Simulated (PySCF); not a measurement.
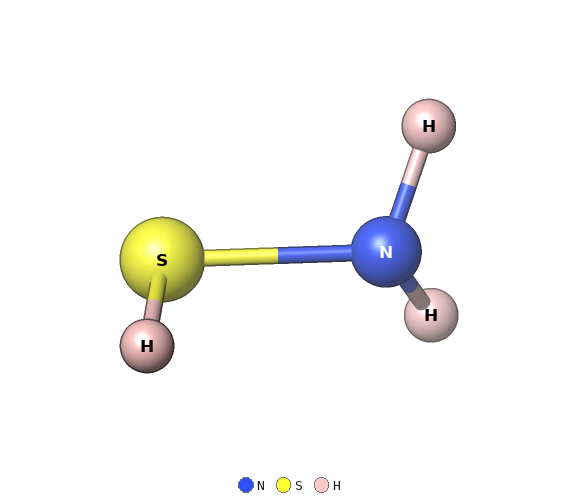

Depth is shown by fading: the farther an atom, the more it takes the colour of the background. Computed geometry: PBE0-D3(BJ)/def2-SVP optimisation. No frequency run is at hand to confirm it as a minimum.

Which symmetry elements does this geometry have?

Answer. It has 1 mirror plane, so the point group is Cs. The group has 2 operations. The geometry is achiral, and symmetry allows a dipole moment.
